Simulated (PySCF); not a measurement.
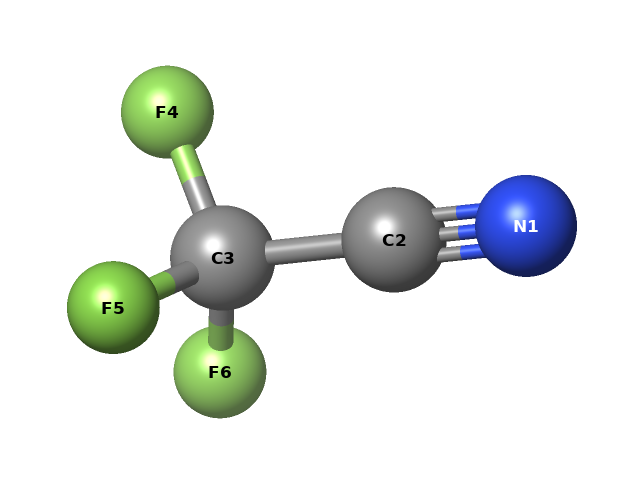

The geometry was computed by an optimisation with GFN2-xTB. No frequency run is at hand to confirm it as a minimum. Method: delta-SCF UKS SCAN, pcX-2 on the ionised atom, pcseg-1 elsewhere, spin-free X2C (PySCF 2.14.0).

Give the core-electron binding energies (to vacuum) of N1 1s, C2 1s, C3 1s, F4 1s.

```tsv
atom	level	binding energy (eV)
N1	1s	407.2
C2	1s	294.1
C3	1s	300.6
F4	1s	695.3
```
